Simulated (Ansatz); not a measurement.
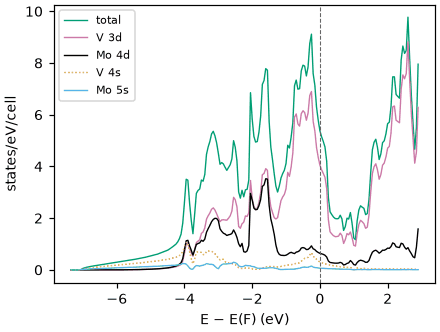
Figure: Total and projected density of states of V3Mo in space group Fm-3m (No. 225; V on 8c, V on 4b, Mo on 4a), the program Ansatz at the r²SCAN level (PAW)

Task: Which orbitals carry the states next to the Fermi level?

Result: Within 0.5 eV of the Fermi level: V 3d 75 %, Mo 4d 11 %, V 4s 6 %, outside the projected shells 5 %. Projections are on Löwdin-orthogonalised atomic valence shells; empty p or d shells of many metals are not among them.

The first step of the workflow began from a Materials Project structure, measured or hypothetical; the Crystallography Open Database copy checked does not list it. With V and Mo taken as one species the cell has the higher symmetry Im-3m, so it may be an ordered model of a mixed-site phase. Whether it is the stable phase at ambient conditions was not checked. The r²SCAN relaxation kept the symmetry of its start; its stability against distortions is not shown here. The run is not spin-polarised. Scalar-relativistic: spin–orbit coupling is off unless named, which matters more the heavier the elements.

Potentials: the later of the program's two PAW sets.
